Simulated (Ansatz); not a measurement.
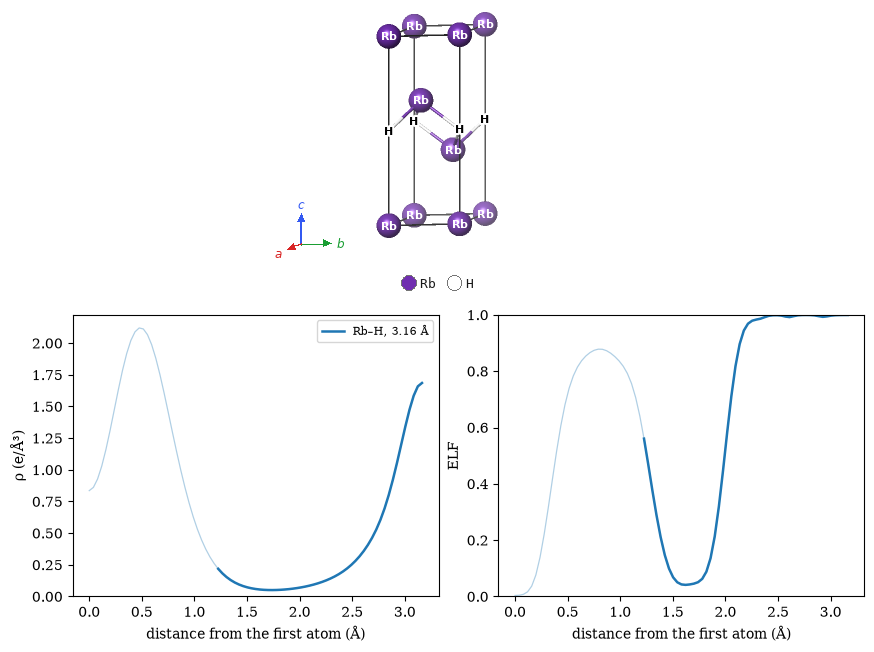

The picture shows: Rb3H. Valence pseudo-density and ELF along straight lines between neighbouring atoms. Thin, pale parts lie inside the atomic spheres. The structure is drawn too.

Space group P-3m1; a structure generated by program, which may or may not match a known phase.

Level of theory: Ansatz, DFT r2SCAN, scalar-relativistic, plane waves, PAW.

In a PAW calculation such maps are meaningful between the atoms, not at the nuclei.

Q: What can be read from the curves?

A: Rb–H (3.16 Å): ρ at the midpoint is about 0.06 e/Å³; the ELF climbs to about 1 towards the hydrogen.
